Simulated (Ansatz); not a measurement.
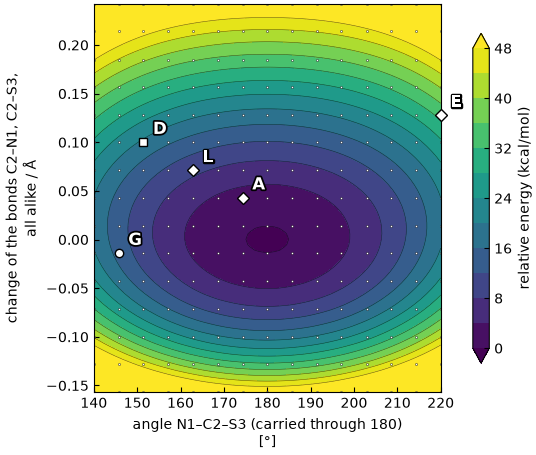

CNS, SMILES [N-]=C=S, charge −1. The first coordinate is: angle N1–C2–S3 (carried through 180); the second: change of the bonds C2–N1, C2–S3, all alike. Nothing is relaxed (all other coordinates rigid). Grid: 15 × 15 points; 179 points were computed and 46 follow by symmetry. Points are written as (first, second). Energies are in kcal/mol, from the lowest grid point. The restricted reference is unstable at some or all points, so the energies there are unreliable. These are results of Ansatz 0.2.0, RHF-MP2, frozen core/def2-TZVPD, not measurements.

Drawn: filled contours, dots at the grid points, one colour for all values above the top of the scale, lettered points. Between grid points the surface is interpolated.

Is D the lowest point of the computed grid?

No. D lies 19.3 kcal/mol above the lowest grid point, which is at (180.0°, 0.014 Å).

Rank the lettered points by energy, lowest first.

A (2.6 kcal/mol), L (9.0 kcal/mol), G (14.8 kcal/mol), D (19.3 kcal/mol), E (33.2 kcal/mol).
